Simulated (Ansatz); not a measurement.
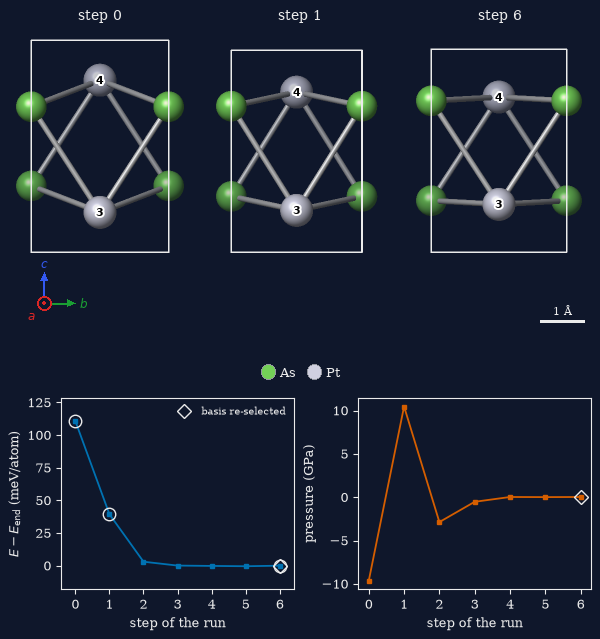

Frames of a relaxation of solid AsPt (built on the AuCd (B19)_51 type) (coarse preliminary run), marked on the history of the run. A ball-and-stick model of the cell of the calculation, seen along the a axis.

Case: AuCd (B19) type (Pmma, No. 51).

Level of theory: Ansatz, DFT PBE, scalar-relativistic, plane waves, PAW.

The input:
```yaml
crystal:
  lattice:
    - [4.7467846409, 0.0, 0.0]
    - [0.0, 3.1412545417, 0.0]
    - [0.0, 0.0, 4.8465070073]
  atoms:
    - { symbol: As, position: [0.75, 0.0, 0.687] }
    - { symbol: As, position: [0.25, 0.0, 0.313] }
    - { symbol: Pt, position: [0.75, 0.5, 0.188] }
    - { symbol: Pt, position: [0.25, 0.5, 0.812] }
basis:
  ecutwfc: 420
kpoints:
  mp_grid: { grid: [4, 6, 4] }
hamiltonian:
  xc: pbe
scf:
  occupations: { method: gaussian, width: 0.1 }
  lower_state_search: "off"
output:
  forces: true
  stress: true
  eigenvalues: true
relax:
  adjacent_minimum: "off"
  f_tol: 0.04
  max_steps: 70
  cell: { stress_tol: 0.4 }
```

Launched with:
```bash
ansatz run input.yaml --threads 1 --pin off --max-ram 2560MiB --backend cpu --events-out ev --progress --plain --runs-dir out
```

Q: What happens along the run?

A: The largest moves relative to the cell, 0.27 Å, are those of As1 and As2. As1 goes along +c. Largest moves by element: As 0.27 Å, Pt 0.22 Å. The volume changes by −7.8 %, with a 4.747 → 4.637 Å (−2.3 %), b 3.141 → 3.095 Å (−1.5 %), c 4.847 → 4.643 Å (−4.2 %). Some distances before and after: As1–As2 3.852 → 3.309 Å, Pt3–Pt4 2.992 → 3.187 Å, As1–Pt3 2.892 → 2.750 Å, As1–Pt4 2.910 → 2.789 Å. The space group stays Pmma (No. 51). Over 5 accepted moves (6 points after the start) the energy falls by 111 meV per atom. The largest force component goes from 0.86 to 0.013 eV/Å. The pressure goes from −9.64 to 0.02 GPa. At 1 point the geometry stayed and the basis and grid were re-selected for the new cell (energy shift of 0.4 meV per atom at most each time). Cost: 33 s on 1 thread of Intel(R) Xeon(R) Platinum 8375C CPU @ 2.90GHz (Ice Lake), with other jobs on the host, peak memory 0.45 GiB. From step 0 to 1: As atoms move most (0.17 Å), volume −12.6 %, energy −71.4 meV per atom. From step 1 to 6: Pt atoms move most (0.13 Å), volume +5.5 %, energy −39.4 meV per atom.
